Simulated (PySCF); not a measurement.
**RuO4: geometry, NMR shifts and electronic excitations**

Aim: predict the NMR shifts and electronic excitations of RuO4 (`[O]=[Ru](=[O])(=[O])=[O]`).

The runs use PySCF 2.14.0, with density-fitted response routines of our own; the level of theory stands in each step. All values are computed, except where a source is named. Atoms count from 0, in the outputs and in this text.

## 1. Starting geometry

5 atoms, charge 0, multiplicity 1; geometry from: GFN2-xTB.

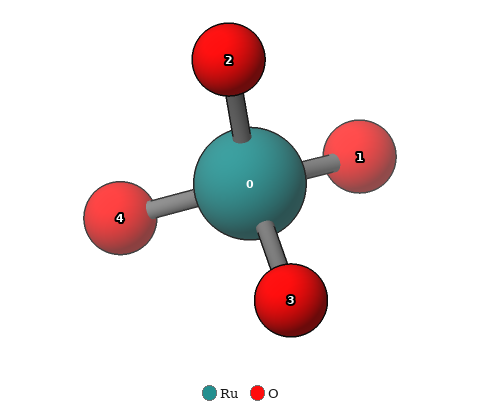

As it starts; ruthenium teal, oxygen red, atoms numbered.

## 2. Relaxing the molecule at PBE0-D3(BJ)/def2-SVP

The job: settings as JSON, then the geometry in Å.

```
{"job": {"xc": "PBE0", "basis": "def2-SVP", "d3": "d3bj", "grid": 1, "maxiter": 40, "kind": "geom"}, "charge": 0, "multiplicity": 1}
Ru     0.000040     0.000090     0.000170
O      0.009950    -0.016970     1.603950
O      1.508730     0.009700    -0.544120
O     -0.763100     1.312900    -0.516050
O     -0.755630    -1.305720    -0.543950
```

Standard output:

```text
step   0  E = -395.10973731  max force = 0.082919
step   1  E = -395.12445420  max force = 0.029134
step   2  E = -395.12739415  max force = 0.005200
step   3  E = -395.12747679  max force = 0.000443
step   4  E = -395.12747852  max force = 0.000050
optimisation converged
```

Run time: 17 s. Hardware: 1 thread, shared host.

The steps of the relaxation:

```tsv
step	energy from step 0 (eV)	largest force component (eV/Å)
0	0.0000	4.2639
1	-0.4005	1.4981
2	-0.4805	0.2674
3	-0.4827	0.0228
4	-0.4828	0.0026
```

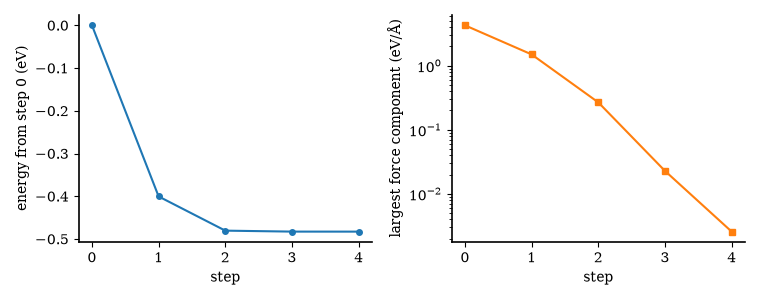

Energy and force, step by step.

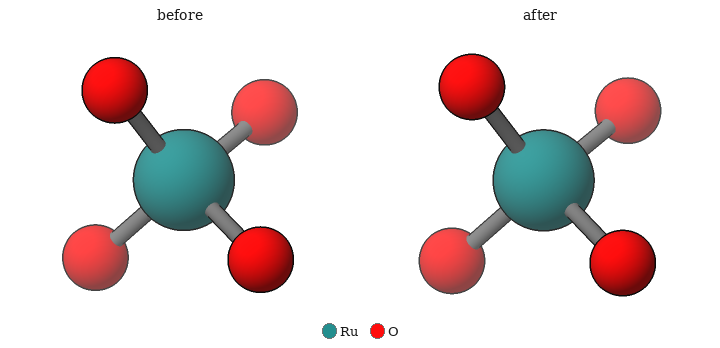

The geometry before (left) and after (right).

Distances of close pairs at the start and the end, largest changes first:

```tsv
bond	before (Å)	after (Å)	change (Å)
Ru0–O3	1.604	1.664	+0.060
Ru0–O4	1.604	1.664	+0.060
Ru0–O1	1.604	1.664	+0.060
Ru0–O2	1.604	1.663	+0.059
```

The final coordinates are the input of the step that follows.

```tsv
at the end point	value
point group (found at 0.08 Å tolerance)	Td
rotational constants (GHz, main isotopes)	4.283, 4.282, 4.278
dipole moment (D)	0.00
```

## 3. Shielding tensors: PBE0/def2-TZVP+pcSseg-1

The job: settings as JSON, then the geometry in Å.

```
{"job": {"kind": "nmr", "xc": "PBE0", "basis": {"default": "pcSseg-1", "Ru": "def2-TZVP"}}, "charge": 0, "multiplicity": 1}
Ru    -0.000500     0.000023     0.000096
O      0.020388    -0.015560     1.663579
O      1.561104     0.007353    -0.572033
O     -0.792340     1.362765    -0.533094
O     -0.788662    -1.354581    -0.558548
```

Method: GIAO PBE0/pcSseg-1 Ru:def2-TZVP NMR shielding, scalar relativity only through core potentials, gas phase.

Standard output:

```text
coarse grid: 28808 points
cycle   1  E = -395.1471591140  dE = -7.459e+00  |g| = 1.177e+00  |ddm| = 4.319e+00
cycle   2  E = -393.6829744750  dE =  1.464e+00  |g| = 3.218e+00  |ddm| = 1.764e+00
cycle   3  E = -395.3267829052  dE = -1.644e+00  |g| = 4.891e-01  |ddm| = 1.487e+00
cycle   4  E = -395.3673606437  dE = -4.058e-02  |g| = 3.569e-02  |ddm| = 3.002e-01
cycle   5  E = -395.3674587971  dE = -9.815e-05  |g| = 2.819e-02  |ddm| = 2.857e-02
cycle   6  E = -395.3675827904  dE = -1.240e-04  |g| = 1.243e-02  |ddm| = 1.889e-02
cycle   7  E = -395.3676122211  dE = -2.943e-05  |g| = 6.439e-04  |ddm| = 5.970e-03
cycle   8  E = -395.3676123033  dE = -8.213e-08  |g| = 2.145e-04  |ddm| = 4.961e-04
final grid: 59056 points
cycle   9  E = -395.3675586097  dE =  1.521e-07  |g| = 1.014e-03  |ddm| = 7.378e-04
cycle  10  E = -395.3675549434  dE =  3.666e-06  |g| = 4.461e-03  |ddm| = 2.677e-03
cycle  11  E = -395.3675588083  dE = -3.865e-06  |g| = 7.761e-05  |ddm| = 2.186e-03
cycle  12  E = -395.3675588091  dE = -8.275e-10  |g| = 3.211e-05  |ddm| = 4.309e-05
cycle  13  E = -395.3675588093  dE = -1.763e-10  |g| = 5.154e-06  |ddm| = 1.552e-05
converged SCF energy = -395.3675588093

GIAO shielding tensors (ppm)
atom      isotropic    diamagn.    paramagn.     s11        s22        s33       span
  0 Ru         nan         nan         nan        nan        nan        nan        nan
  1 O     -871.968     398.796   -1270.764  -1227.861   -694.812   -693.231    534.629
  2 O     -870.515     398.790   -1269.305  -1226.859   -692.357   -692.328    534.531
  3 O     -872.289     398.797   -1271.085  -1228.109   -695.400   -693.357    534.752
  4 O     -872.158     398.796   -1270.954  -1228.005   -695.244   -693.225    534.779
```

It took 5.5 s on 1 thread, shared host.

The references, computed at this level on geometries of the same kind, shield at (ppm): ¹⁷O H2O 334.6. Their shielding less the atom's gives the shift. The references are single molecules in the gas phase, so shifts against H2O, NH3, PH3, H3PO4 or CFCl3 are not on the usual liquid scales and can be off by tens of ppm. Atoms listed in one row are averaged.

```tsv
atoms	environment	σ (ppm)	δ (ppm)
O1, O2, O3, O4	oxygen bonded to Ru	-871.7	1206.3
```

Atoms past Kr carry core potentials, so their printed shieldings have no meaning and are left out of the table.

Charges from the same density, by scheme (e):

```tsv
atoms	Mulliken	ESP fit
Ru0	1.74	1.23
O1, O2, O3, O4	-0.44	-0.31
```

ESP fit charges:

```tsv
atom	value (e)
Ru0	1.23
O1	-0.31
O2	-0.31
O3	-0.31
O4	-0.31
```

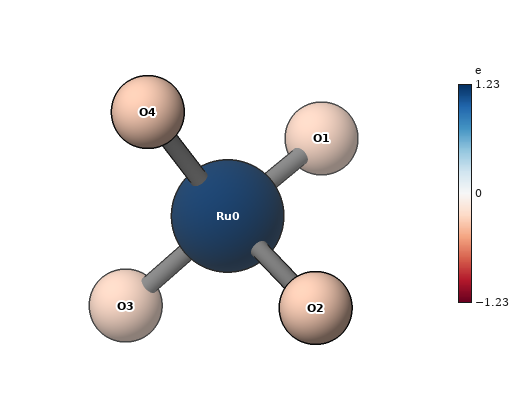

ESP fit charges, as colours on the atoms.

Mayer bond orders: Ru0–O1 1.50, Ru0–O2 1.50, Ru0–O3 1.50, Ru0–O4 1.50.

With diffuse functions Mulliken charges and Mayer bond orders lose their meaning; the other schemes are steadier.

## 4. Ultraviolet spectrum: PBE0/def2-SVPD

The job: settings as JSON, then the geometry in Å.

```
{"job": {"kind": "uv", "xc": "PBE0", "basis": "def2-SVPD", "ip": false, "nstates": 10}, "charge": 0, "multiplicity": 1}
Ru    -0.000500     0.000023     0.000096
O      0.020388    -0.015560     1.663579
O      1.561104     0.007353    -0.572033
O     -0.792340     1.362765    -0.533094
O     -0.788662    -1.354581    -0.558548
```

Method: TDDFT PBE0/def2-SVPD, vertical, gas phase, core orbitals frozen in the response.

Standard output:

```text
coarse grid: 28808 points
cycle   1  E = -394.8286662250  dE = -8.827e+00  |g| = 1.390e+00  |ddm| = 4.010e+00
cycle   2  E = -392.4820406975  dE =  2.347e+00  |g| = 3.720e+00  |ddm| = 3.545e+00
cycle   3  E = -395.1002360897  dE = -2.618e+00  |g| = 5.005e-01  |ddm| = 3.147e+00
cycle   4  E = -395.1484777904  dE = -4.824e-02  |g| = 6.733e-02  |ddm| = 5.011e-01
cycle   5  E = -395.1488282518  dE = -3.505e-04  |g| = 4.762e-02  |ddm| = 6.135e-02
cycle   6  E = -395.1492777193  dE = -4.495e-04  |g| = 5.947e-03  |ddm| = 3.608e-02
cycle   7  E = -395.1492848798  dE = -7.160e-06  |g| = 8.609e-04  |ddm| = 4.534e-03
final grid: 59056 points
cycle   8  E = -395.1492093925  dE =  1.385e-06  |g| = 2.915e-03  |ddm| = 2.498e-03
cycle   9  E = -395.1491869975  dE =  2.240e-05  |g| = 1.140e-02  |ddm| = 9.291e-03
cycle  10  E = -395.1492108003  dE = -2.380e-05  |g| = 8.689e-04  |ddm| = 7.558e-03
cycle  11  E = -395.1492109455  dE = -1.451e-07  |g| = 3.593e-05  |ddm| = 5.930e-04
cycle  12  E = -395.1492109457  dE = -2.855e-10  |g| = 7.454e-06  |ddm| = 4.331e-05
converged SCF energy = -395.1492109457

Static polarisability (au): isotropic 48.341, principal 48.309 48.355 48.359

Singlet excitations
state   eV       nm        f      main configurations
  1   3.3608    368.9   0.00000   H->L 0.61, H-2->L+1 0.16
  2   3.3613    368.9   0.00000   H->L+1 0.36, H-2->L 0.28, H-1->L+1 0.13
  3   3.3620    368.8   0.00000   H-1->L+1 0.52, H-2->L 0.28, H-2->L+1 0.12
  4   3.9063    317.4   0.00548   H-2->L+1 0.32, H-1->L 0.21, H-5->L 0.14
  5   3.9072    317.3   0.00549   H-1->L 0.22, H->L 0.22, H-2->L 0.12
  6   3.9074    317.3   0.00549   H->L+1 0.42, H-3->L 0.20, H-2->L 0.10
  7   4.2105    294.5   0.00000   H-4->L 0.52, H-5->L+1 0.22, H-5->L 0.17
  8   4.2107    294.5   0.00000   H-3->L 0.36, H-5->L+1 0.28, H-4->L+1 0.16
  9   4.2108    294.4   0.00000   H-3->L+1 0.60, H-5->L 0.14, H-4->L 0.10
 10   4.9414    250.9   0.01868   H-3->L 0.35, H->L+1 0.14, H-5->L+1 0.08

Triplet excitations (Tamm-Dancoff, eV): 2.6504 2.6511 2.6513 3.0190
```

Wall time 8.5 s (1 thread, shared host).

The orbitals next to the gap, with their largest atomic shares:

```tsv
orbital	eV	atoms
HOMO−3	-11.43	O3 24 %, O4 24 %, O1 23 %
HOMO−2	-10.62	O2 36 %, O1 32 %, O4 29 %
HOMO−1	-10.62	O3 37 %, O2 36 %, O1 15 %
HOMO	-10.61	O3 36 %, O4 35 %, O1 27 %
LUMO	-5.23	Ru0 44 %, O2 14 %, O3 14 %
LUMO+1	-5.23	Ru0 44 %, O2 14 %, O1 14 %
LUMO+2	-2.71	Ru0 43 %, O1 20 %, O3 14 %
```

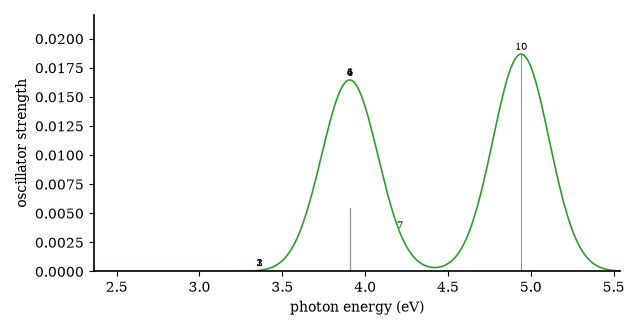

Absorption spectrum from the 10 singlet states computed; above the last one it falls off for lack of states. Lines are broadened to a width of 0.40 eV (Gaussian).

Further results of this job:

```tsv
property	computed
dipole moment (D)	0.00
polarisability (Å³)	7.16
HOMO–LUMO gap (eV)	5.39
−ε(HOMO) (eV)	10.61
```

## 5. NMR shieldings: B3LYP/def2-TZVP+pcSseg-1

The job: settings as JSON, then the geometry in Å.

```
{"job": {"kind": "nmr", "xc": "B3LYP", "basis": {"default": "pcSseg-1", "Ru": "def2-TZVP"}, "pop": false}, "charge": 0, "multiplicity": 1}
Ru    -0.000500     0.000023     0.000096
O      0.020388    -0.015560     1.663579
O      1.561104     0.007353    -0.572033
O     -0.792340     1.362765    -0.533094
O     -0.788662    -1.354581    -0.558548
```

Level: GIAO B3LYP/pcSseg-1 Ru:def2-TZVP NMR shielding, scalar relativity only through core potentials, gas phase.

Standard output:

```text
coarse grid: 28808 points
cycle   1  E = -395.4647522626  dE = -7.358e+00  |g| = 1.325e+00  |ddm| = 4.302e+00
cycle   2  E = -393.4114323951  dE =  2.053e+00  |g| = 3.746e+00  |ddm| = 2.057e+00
cycle   3  E = -395.6869356812  dE = -2.276e+00  |g| = 5.654e-01  |ddm| = 1.762e+00
cycle   4  E = -395.7413420529  dE = -5.441e-02  |g| = 7.087e-02  |ddm| = 3.633e-01
cycle   5  E = -395.7418807039  dE = -5.387e-04  |g| = 4.565e-02  |ddm| = 4.983e-02
cycle   6  E = -395.7422413469  dE = -3.606e-04  |g| = 1.475e-02  |ddm| = 2.839e-02
cycle   7  E = -395.7422829180  dE = -4.157e-05  |g| = 4.487e-04  |ddm| = 7.129e-03
cycle   8  E = -395.7422827527  dE =  1.653e-07  |g| = 1.069e-03  |ddm| = 7.305e-04
final grid: 59056 points
cycle   9  E = -395.7421879147  dE =  5.228e-06  |g| = 5.338e-03  |ddm| = 3.160e-03
cycle  10  E = -395.7420626861  dE =  1.252e-04  |g| = 2.600e-02  |ddm| = 1.525e-02
cycle  11  E = -395.7421934196  dE = -1.307e-04  |g| = 1.542e-04  |ddm| = 1.266e-02
cycle  12  E = -395.7421934232  dE = -3.649e-09  |g| = 4.153e-05  |ddm| = 7.653e-05
cycle  13  E = -395.7421934234  dE = -1.778e-10  |g| = 2.439e-05  |ddm| = 2.599e-05
converged SCF energy = -395.7421934234

GIAO shielding tensors (ppm)
atom      isotropic    diamagn.    paramagn.     s11        s22        s33       span
  0 Ru         nan         nan         nan        nan        nan        nan        nan
  1 O     -851.623     399.800   -1251.423  -1185.701   -685.345   -683.824    501.876
  2 O     -850.223     399.794   -1250.017  -1184.733   -682.977   -682.959    501.773
  3 O     -851.906     399.801   -1251.707  -1185.903   -685.894   -683.921    501.981
  4 O     -851.808     399.800   -1251.608  -1185.833   -685.760   -683.831    502.003
```

It took 5.4 s on 1 thread, shared host.

Key values: δ O1 1185.4 ppm (means over like atoms).

## 6. Run by run: NMR shifts

Shifts (ppm), means over like atoms, with basis size and wall time:

```tsv
run	O1	functions	time
PBE0/def2-TZVP+pcSseg-1	1206.3	108	5.5 s
B3LYP/def2-TZVP+pcSseg-1	1185.4	108	5.4 s
```

## 7. What came out

```
                                                                         quantity                         value
                                                                      point group                            Td
                                             rotational constants (main isotopes)          4.28, 4.28, 4.28 GHz
¹⁷O shifts against H2O (PBE0/def2-TZVP+pcSseg-1, means over atoms taken as alike)                    1206.3 ppm
                                                  lowest singlet (PBE0/def2-SVPD)   3.36 eV (369 nm), f = 0.000
                                         brightest single state of those computed  state 10, 4.94 eV, f = 0.019
                                                                   lowest triplet                       2.65 eV
                                                         range of the shift of O1          1185.4 to 1206.3 ppm
```

Relaxing lowered the energy by 0.483 eV in 4 steps; the close pair that moved most is Ru0–O3, from 1.604 to 1.664 Å. No frequency check was run at this level, so the end point may be a saddle. The first singlet state (HOMO→LUMO 0.61, HOMO−2→LUMO+1 0.16) lies at 3.36 eV and is dark; of the 10 states computed, the strongest absorption comes from state 10 at 4.94 eV (the last computed, so partners may be missing). The lowest triplet lies 0.71 eV below the lowest singlet (triplets in Tamm-Dancoff, singlets in full TDDFT). The shift of O1 (with its like atoms) runs from 1185.4 (B3LYP/def2-TZVP+pcSseg-1) to 1206.3 ppm (PBE0/def2-TZVP+pcSseg-1). Spin-orbit coupling is left out, which matters for shieldings and couplings at and beside the heavy atoms.
